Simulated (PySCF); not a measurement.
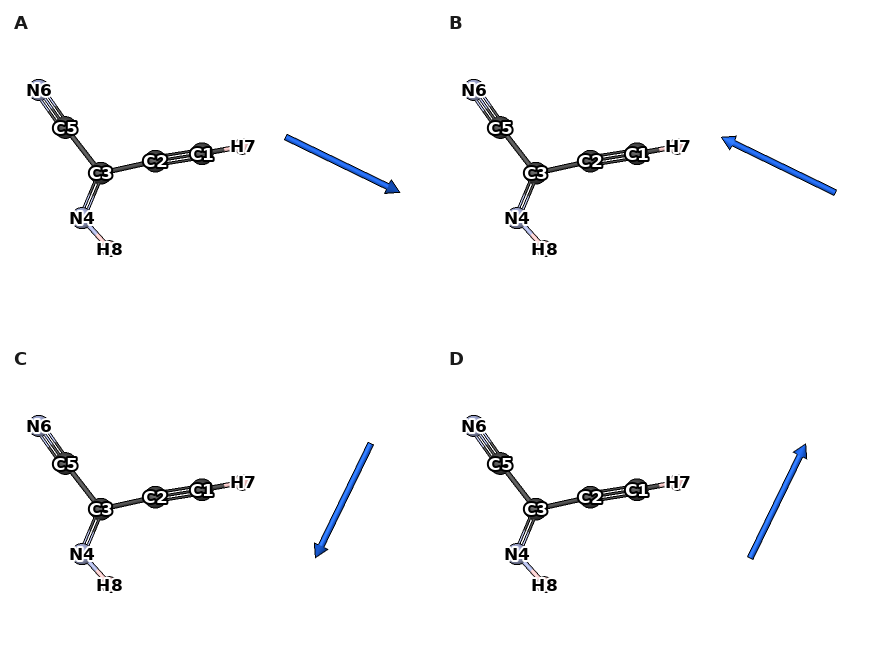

The same molecule four times, each with an arrow. Computed geometry: GFN2-xTB optimisation. No frequency run is at hand to confirm it as a minimum. Level of theory: PBE0/def2-SVPD, gas phase (PySCF 2.14.0).

**Which arrow points along the dipole moment, from the negative to the positive end?**

A. The dipole moment is 4.72 D; it points from the side of N6 to the side of H7 (the outermost atoms at the two ends).
